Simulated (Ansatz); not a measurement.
All values below come from PBE (plane waves to 420 eV, PAW; Ansatz, a quantum-chemistry and plane-wave program).

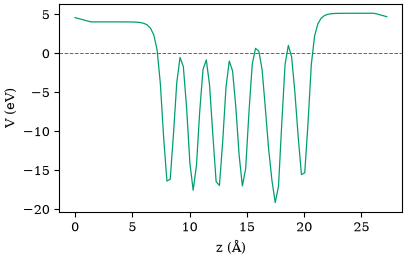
Figure: Plane-averaged electrostatic potential energy along the normal, in eV from the Fermi level, for the (100) surface of rock-salt TiC (in the relaxation 1 C–Ti bonds broke), Y on all Ti sites of the second plane (bottom of the slab: a bare face, its two planes held)

Model: 12-atom slab, 11.2 Å thick at the start with caps and adatoms (thin: gaps and levels are the slab's own), 12x12x1 mesh, Fermi-Dirac 0.1 eV, dipole correction, 4 atoms held, the rest relaxed; held to the start's symmetry, so lower structures may exist; no spin, no spin-orbit, no U. It is one candidate, not shown to be the stable structure of the face.

### Question
The surface cell has an area of 9.39 Å². What dipole along the normal does the step between the two vacuum levels imply?

### Answer
the top vacuum level lies 1.11 eV above the bottom one; p = −ε₀ A ΔV (ε₀ = 0.005526 e/(V·Å)) gives -0.06 e·Å a cell.
